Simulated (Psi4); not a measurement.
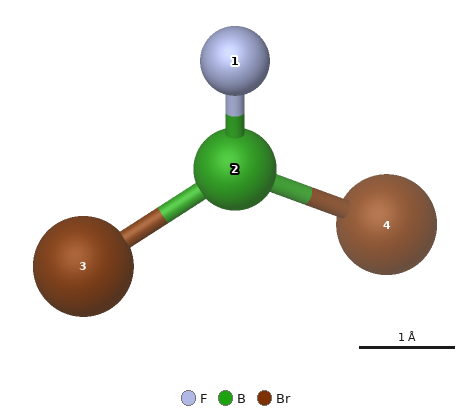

*The input geometry (ball-and-stick view, seen at a tilt; atoms are numbered from 1 in the order of the input).*

Bond lengths as drawn: B–Br 1.90 Å and B–F 1.31 Å.

Single-point calculation of BBr₂F

- system: BBr₂F, SMILES FB(Br)Br
- method: PBE0/def2-SVP, RKS (Psi4 1.11)

The geometry comes from this level: PBE0-D4/def2-TZVP.

### The program's output
```
Psi4 1.11 release

   => Loading Basis Set <=

    Name: DEF2-SVP
    Role: ORBITAL
    Keyword: BASIS

         ---------------------------------------------------------
                                   SCF
                              RKS Reference
                        1 Threads,   1525 MiB Core
         ---------------------------------------------------------

  ==> Geometry <==

    Molecular point group: c1
    Full point group: C1

    Geometry (in Angstrom), charge = 0, multiplicity = 1:

       Center              X                  Y                   Z               Mass
    ------------   -----------------  -----------------  -----------------  -----------------
         F            1.781326170517     0.630418848219     0.492948765963    18.998403162730
         B            0.588736170517     0.208228848219     0.162738765963    11.009305360000
         BR          -0.018263829483    -1.464961151781     0.830028765963    78.918337600000
         BR          -0.492693829483     1.284148848219    -0.971401234037    78.918337600000

  Running in c1 symmetry.

  Rotational constants: A =      0.18853  B =      0.03874  C =      0.03214 [cm^-1]
  Rotational constants: A =   5651.94688  B =   1161.39198  C =    963.42277 [MHz]
  Nuclear repulsion =  430.663016420337158

  Charge       = 0
  Multiplicity = 1
  Electrons    = 84
  Nalpha       = 42
  Nbeta        = 42

  ==> Algorithm <==

  SCF Algorithm Type is DIRECT.
  DIIS enabled.
  MOM disabled.
  Fractional occupation disabled.
  Guess Type is SAD.
  Energy threshold   = 1.00e-06
  Density threshold  = 1.00e-06
  Integral threshold = 1.00e-08

  ==> Primary Basis <==

  Basis Set: DEF2-SVP
    Blend: DEF2-SVP
    Number of shells: 36
    Number of basis functions: 92
    Number of Cartesian functions: 100
    Spherical Harmonics?: true
    Max angular momentum: 2

  ==> DFT Potential <==

   => LibXC <=

    Version 7.1.2

   => Composite Functional: PBE0 <=

    PBE0 Hyb-GGA Exchange-Correlation Functional

    Deriv               =              1
    GGA                 =           TRUE
    Meta                =          FALSE

    Exchange Hybrid     =           TRUE
    MP2 Hybrid          =          FALSE

   => Exchange Functionals <=

    0.7500   Perdew, Burke & Ernzerhof

   => Exact (HF) Exchange <=

    0.2500               HF

   => Correlation Functionals <=

    1.0000   Perdew, Burke & Ernzerhof

   => LibXC Density Thresholds  <==

    XC_HYB_GGA_XC_PBEH:  1.00E-15

   => Molecular Quadrature <=

    Radial Scheme          =       TREUTLER
    Pruning Scheme         =           NONE
    Nuclear Scheme         =       TREUTLER

    Blocking Scheme        =         OCTREE
    BS radius alpha        =              1
    Pruning alpha          =              1
    Radial Points          =             99
    Spherical Points       =            590
    Total Points           =         217307
    Total Blocks           =           1665
    Max Points             =            256
    Max Functions          =             81
    Weights Tolerance      =       1.00E-15

   => Loading Basis Set <=

    Name: (DEF2-SVP AUX)
    Role: JKFIT
    Keyword: DF_BASIS_SCF

  Starting with a DF guess...

  ==> Integral Setup <==

  DFHelper Memory: AOs need 0.042 GiB; user supplied 0.753 GiB.
  SCF_SUBTYPE=INCORE selected. In-core MEM_DF algorithm will be used.
  Using in-core AOs.

  ==> MemDFJK: Density-Fitted J/K Matrices <==

    J tasked:                   Yes
    K tasked:                   Yes
    wK tasked:                   No
    Memory [MiB]:               771
    Algorithm:                 Core
    Schwarz Cutoff:           1E-08
    Mask sparsity (%):      14.8866
    Fitting Condition:        1E-10

   => Auxiliary Basis Set <=

  Basis Set: (DEF2-SVP AUX)
    Blend: DEF2-UNIVERSAL-JKFIT
    Number of shells: 170
    Number of basis functions: 684
    Number of Cartesian functions: 924
    Spherical Harmonics?: true
    Max angular momentum: 5

  Cached 100.0% of DFT collocation blocks in 0.364 [GiB].

  Minimum eigenvalue in the overlap matrix is 1.1029203302E-02.
  Reciprocal condition number of the overlap matrix is 2.9641909846E-03.
    Using symmetric orthogonalization.

  ==> Pre-Iterations <==

  SCF Guess: Superposition of Atomic Densities via on-the-fly atomic UHF (no occupation information).

   -------------------------
    Irrep   Nso     Nmo
   -------------------------
     A         92      92
   -------------------------
    Total      92      92
   -------------------------

  ==> Iterations <==

                           Total Energy        Delta E     RMS |[F,P]|

   @DF-RKS iter SAD: -5268.65082100285144   -5.26865e+03   0.00000e+00
   @DF-RKS iter   1: -5271.13669976112033   -2.48588e+00   2.04203e-02 DIIS/ADIIS
   @DF-RKS iter   2: -5271.24430690066856   -1.07607e-01   1.82738e-02 DIIS/ADIIS
   @DF-RKS iter   3: -5271.68099851572424   -4.36692e-01   1.62999e-03 DIIS/ADIIS
   @DF-RKS iter   4: -5271.69313030493595   -1.21318e-02   3.73288e-04 DIIS/ADIIS
   @DF-RKS iter   5: -5271.69373240487585   -6.02100e-04   4.83024e-05 DIIS
   @DF-RKS iter   6: -5271.69374036973932   -7.96486e-06   1.99356e-05 DIIS
   @DF-RKS iter   7: -5271.69374166605758   -1.29632e-06   2.19329e-06 DIIS
   @DF-RKS iter   8: -5271.69374168574086   -1.96833e-08   6.98293e-07 DIIS

  DF guess converged.

  ==> DirectJK: Integral-Direct J/K Matrices <==

    J tasked:                  Yes
    K tasked:                  Yes
    wK tasked:                  No
    Integrals threads:           1
    Screening Type:           CSAM
    Screening Cutoff:        1E-08
    Incremental Fock:           No

   @RKS iter   9: -5271.69374377111490   -5.27169e+03   4.15015e-07 DIIS
   @RKS iter  10: -5271.69374377161694   -5.02041e-10   2.18519e-07 DIIS
  Energy and wave function converged.

  ==> Post-Iterations <==

   Electrons on quadrature grid:
      Ntotal   =   84.0000012404 ; deviation = 1.240e-06

    Orbital Energies [Eh]
    ---------------------

    Doubly Occupied:

       1A   -483.214997     2A   -483.214985     3A    -62.648970
       4A    -62.648961     5A    -56.437985     6A    -56.437964
       7A    -56.436111     8A    -56.436103     9A    -56.435448
      10A    -56.435440    11A    -24.820038    12A     -8.794976
      13A     -8.794968    14A     -6.946416    15A     -6.606759
      16A     -6.606755    17A     -6.599545    18A     -6.599542
      19A     -6.597315    20A     -6.597312    21A     -2.693158
      22A     -2.693153    23A     -2.691268    24A     -2.691265
      25A     -2.689508    26A     -2.689500    27A     -2.683678
      28A     -2.683674    29A     -2.683568    30A     -2.683564
      31A     -1.269804    32A     -0.841621    33A     -0.814381
      34A     -0.604714    35A     -0.525228    36A     -0.517033
      37A     -0.485714    38A     -0.392066    39A     -0.359595
      40A     -0.345503    41A     -0.328587    42A     -0.313010

    Virtual:

      43A     -0.043448    44A      0.034318    45A      0.111971
      46A      0.138979    47A      0.171068    48A      0.226073
      49A      0.286251    50A      0.391713    51A      0.416319
      52A      0.420435    53A      0.441540    54A      0.500613
      55A      0.510967    56A      0.511227    57A      0.518235
      58A      0.532023    59A      0.547477    60A      0.590689
      61A      0.640821    62A      0.644368    63A      0.645220
      64A      0.707519    65A      0.714869    66A      0.777520
      67A      0.941834    68A      1.054091    69A      1.133797
      70A      1.183975    71A      1.192765    72A      1.282456
      73A      1.351524    74A      1.387935    75A      1.453927
      76A      1.541366    77A      1.768574    78A      3.043505
      79A      3.051091    80A      3.286840    81A      3.314264
      82A      3.427979    83A      3.428971    84A      3.432330
      85A      3.436707    86A      3.491662    87A      3.521075
      88A      3.563242    89A      3.570441    90A      3.654455
      91A      3.671551    92A      3.813089

    Final Occupation by Irrep:
              A
    DOCC [    42 ]
    NA   [    42 ]
    NB   [    42 ]

  @RKS Final Energy: -5271.69374377161694

   => Energetics <=

    Nuclear Repulsion Energy =            430.6630164203371578
    One-Electron Energy =               -8195.0868252445379767
    Two-Electron Energy =                2640.9757403783255540
    DFT Exchange-Correlation Energy =    -148.2456753257410753
    Empirical Dispersion Energy =           0.0000000000000000
    VV10 Nonlocal Energy =                  0.0000000000000000
    Total Energy =                      -5271.6937437716169370

Computation Completed

Properties will be evaluated at   0.000000,   0.000000,   0.000000 [a0]

Properties computed using the SCF density matrix

 Multipole Moments:

 ------------------------------------------------------------------------------------
     Multipole            Electronic (a.u.)      Nuclear  (a.u.)        Total (a.u.)
 ------------------------------------------------------------------------------------

 L = 1.  Multiply by 2.5417464519 to convert [e a0] to [Debye]
 Dipole X            :         -2.1545288            2.0637667           -0.0907621
 Dipole Y            :         -0.7625823            0.7303475           -0.0322348
 Dipole Z            :         -0.5962903            0.5710683           -0.0252220
 Magnitude           :                                                    0.0995640

 ------------------------------------------------------------------------------------

	total time  =          8 seconds =       0.13 minutes
```

### Standard output
```
pbe0 energy: -5271.6937437716 Eh
CURRENT ENERGY                                  -5271.6937437716
CURRENT REFERENCE ENERGY                        -5271.6937437716
DD SOLVATION ENERGY                                 0.0000000000
DFT FUNCTIONAL TOTAL ENERGY                     -5271.6937437716
DFT TOTAL ENERGY                                -5271.6937437716
DFT VV10 ENERGY                                     0.0000000000
DFT XC ENERGY                                    -148.2456753257
GRID ELECTRONS ALPHA                               42.0000006202
GRID ELECTRONS BETA                                42.0000006202
GRID ELECTRONS TOTAL                               84.0000012404
NUCLEAR REPULSION ENERGY                          430.6630164203
ONE-ELECTRON ENERGY                             -8195.0868252445
PCM POLARIZATION ENERGY                             0.0000000000
PE ENERGY                                           0.0000000000
SCF ITERATION ENERGY                            -5271.6937437716
SCF ITERATIONS                                     10.0000000000
SCF TOTAL ENERGY                                -5271.6937437716
TWO-ELECTRON ENERGY                              2640.9757403783
XC GRID RADIAL POINTS                              99.0000000000
XC GRID SPHERICAL POINTS                          590.0000000000
XC GRID TOTAL POINTS                           217307.0000000000
```

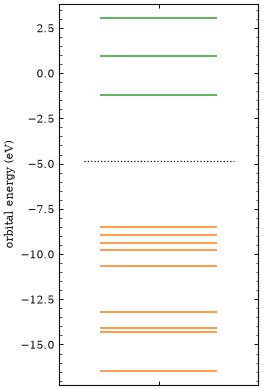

*Orbital energies near the frontier; the dotted line parts filled from empty levels, and levels within 0.02 eV of each other stand side by side.*

Highest filled −8.52 eV, lowest empty −1.18 eV, 7.34 eV apart.

This output came from the following input.

### Input file (run.py)
```python
import psi4

psi4.set_memory(1600000000)
psi4.set_num_threads(1)
psi4.set_output_file('bbr2f.out', False)

geom = psi4.geometry("""
0 1
F      1.316550     0.465960     0.364370
B      0.123960     0.043770     0.034160
Br    -0.483040    -1.629420     0.701450
Br    -0.957470     1.119690    -1.099980
symmetry c1
""")

psi4.set_options({
    'basis': 'def2-SVP',
    'puream': True,
    'scf_type': 'direct',
    'dft_radial_points': 99,
    'dft_spherical_points': 590,
    'ints_tolerance': 1e-08,
    'maxiter': 60,
})

E, wfn = psi4.energy('pbe0', return_wfn=True)
print(f'pbe0 energy: {E:.10f} Eh')
for k, v in sorted(psi4.core.scalar_variables().items()):
    print(f'{k:45s} {v:18.10f}')
```

Command:
```bash
python run.py
```

### Key numbers

- outcome: converged
- total energy: −5271.693744 hartree
- basis functions: 92
- HOMO: −8.52 eV
- LUMO: −1.18 eV
- dipole moment: 0.25 D
- hardware: 1 thread of Intel Xeon @ 2.70GHz, 189 GiB of memory available, shared host
- wall time: 11 s
- peak memory: 0.64 GiB
